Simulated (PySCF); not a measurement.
```yaml
atoms:
  - { symbol: C, position_ang: [-1.4915, -0.4571, -0.0724] }
  - { symbol: O, position_ang: [-0.6064, 0.4588, -0.6862] }
  - { symbol: C, position_ang: [0.5000, 0.8059, 0.0887] }
  - { symbol: C, position_ang: [1.5134, -0.2949, 0.2507] }
  - { symbol: O, position_ang: [1.5115, -1.4144, -0.1095] }
  - { symbol: F, position_ang: [2.5822, 0.1828, 0.9621] }
  - { symbol: H, position_ang: [-1.0151, -1.4235, 0.1090] }
  - { symbol: H, position_ang: [-2.3153, -0.5855, -0.7703] }
  - { symbol: H, position_ang: [-1.8734, -0.0566, 0.8740] }
  - { symbol: H, position_ang: [0.2097, 1.1417, 1.1001] }
  - { symbol: H, position_ang: [0.9904, 1.6453, -0.4173] }
```

Geometry: GFN2-xTB.

Level of theory: PySCF 2.14.0, B3LYP/def2-SVPD, SCF density, gas phase.

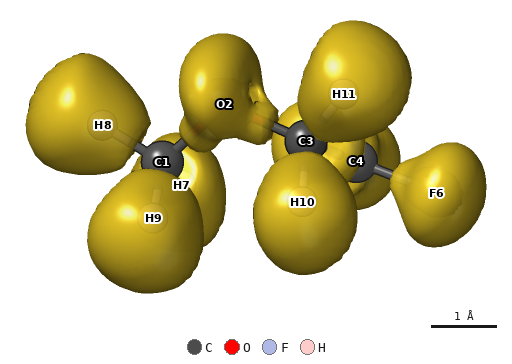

C3H5FO2 (SMILES COCC(=O)F). Isosurface of the ELF at 0.75 (yellow), seen from one side. Core shells and regions of very low density are left out.

Describe the localisation domains.

The ELF exceeds this value in one region between bonded C–C atoms (shared pairs), five regions around hydrogen nuclei, one region on F in which the atom's valence shell and bonds are merged and two regions on O in which the atom's valence shell and bonds are merged. Along the contacts the grid gives the following. C–O (1.18 Å): the ELF peaks at about 0.85 between the atoms (a short, multiple covalent bond). C–F (1.37 Å): the ELF peaks at about 0.85 between the atoms: a shared but strongly polarised pair.
